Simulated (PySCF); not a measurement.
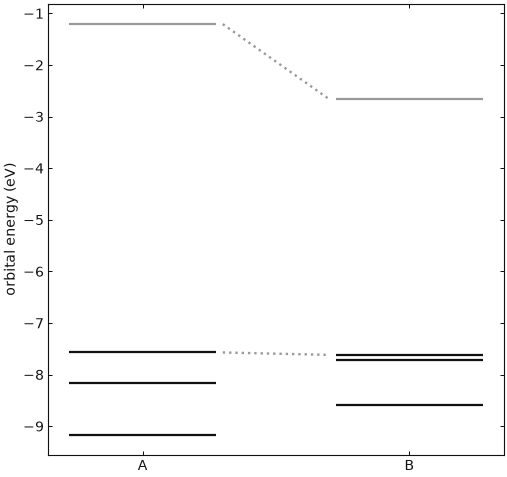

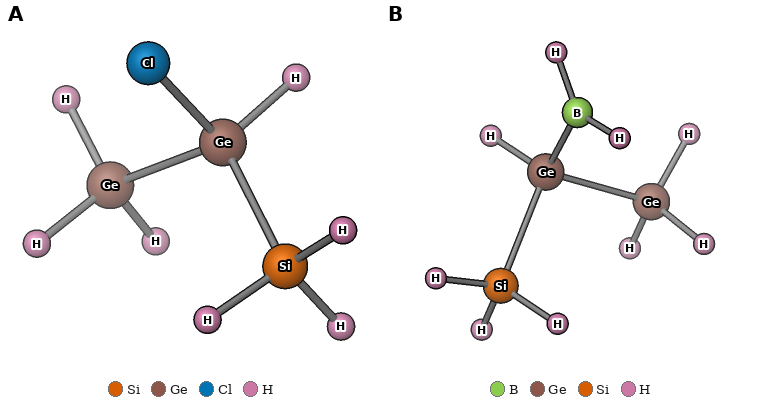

Related molecules: A is Ge₂SiH₇Cl, SMILES [SiH3][Ge@H]([Cl])[GeH3], singlet; B is BGe₂SiH₉, SMILES [BH2][Ge@H]([SiH3])[GeH3], singlet. Frontier orbital energies, B3LYP/def2-SVPD with PySCF, at a PBE0-D3(BJ)/def2-SVP geometry (no frequency check); drawn are at most three filled levels and, in grey, the LUMO with any level within 0.03 eV of it; dotted lines join the HOMOs and the LUMOs.

What does the change do to the frontier levels?

Answer. From A to B the HOMO hardly moves and the LUMO falls by 1.46 eV, so the separation goes from 6.36 to 4.95 eV.

Does the ΔSCF ionisation energy follow the HOMO?

Answer. A: −ε(HOMO) 7.57, ΔSCF 9.48 eV; B: −ε(HOMO) 7.62, ΔSCF 9.56 eV.
